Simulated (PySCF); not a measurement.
C$_{6}$H$_{9}$FO$_{2}$S

```yaml
atoms:
  - { symbol: C, position_ang: [3.2066, -1.1824, 0.5994] }
  - { symbol: S, position_ang: [2.5165, 0.4661, 0.9036] }
  - { symbol: C, position_ang: [1.1378, 0.3791, -0.2713] }
  - { symbol: C, position_ang: [0.1768, 1.5673, -0.2145] }
  - { symbol: C, position_ang: [-0.8461, 0.5185, 0.2209] }
  - { symbol: F, position_ang: [-1.2955, 0.6696, 1.5100] }
  - { symbol: C, position_ang: [-2.0408, 0.2408, -0.7128] }
  - { symbol: C, position_ang: [-3.0252, -0.7319, -0.1562] }
  - { symbol: O, position_ang: [-2.0890, 0.7486, -1.8009] }
  - { symbol: O, position_ang: [0.1016, -0.5221, 0.1340] }
  - { symbol: H, position_ang: [3.5720, -1.2394, -0.4224] }
  - { symbol: H, position_ang: [2.4312, -1.9210, 0.7777] }
  - { symbol: H, position_ang: [4.0245, -1.3157, 1.2990] }
  - { symbol: H, position_ang: [1.5297, 0.1038, -1.2532] }
  - { symbol: H, position_ang: [0.4072, 2.3023, 0.5512] }
  - { symbol: H, position_ang: [-0.0534, 2.0418, -1.1643] }
  - { symbol: H, position_ang: [-2.4938, -1.6316, 0.1511] }
  - { symbol: H, position_ang: [-3.7870, -0.9686, -0.8933] }
  - { symbol: H, position_ang: [-3.4828, -0.3037, 0.7347] }
```

Geometry: GFN2-xTB.

All numbers below come from PBE0/pcSseg-1, SCF density, gas phase, non-relativistic in PySCF.

**What will maps of the electron density and electron localisation function show?**

C–O (1.20 Å): ρ at the midpoint is about 3.3 e/Å³; the ELF peaks at about 0.85 between the atoms; a short, multiple covalent bond.
C–C (1.49 Å): ρ is about 1.8 e/Å³ halfway; the ELF peaks at about 0.95 between the atoms (a shared electron pair).
C–H (1.09 Å): ρ at the midpoint is about 2 e/Å³; the ELF climbs to about 1 towards the hydrogen, as it does in any bond to H; an ordinary covalent bond to hydrogen.
C–C (1.54 Å): ρ is about 1.7 e/Å³ halfway; the ELF peaks at about 1 between the atoms, as expected for a shared electron pair.

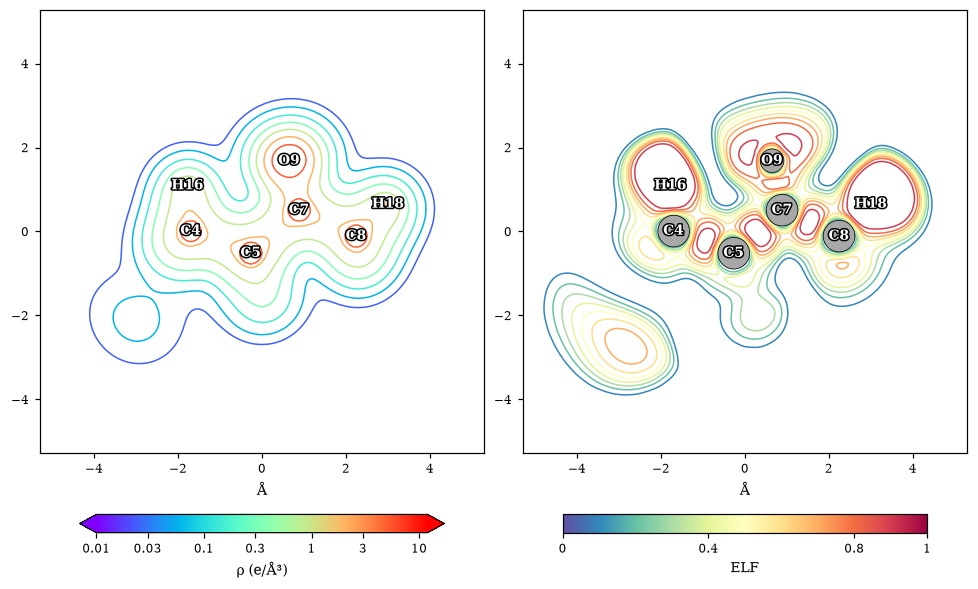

Computed electron density and electron localisation function on the plane of atoms C5, C7 and C8, in this order. Grey discs cover the atomic cores in the ELF map. 
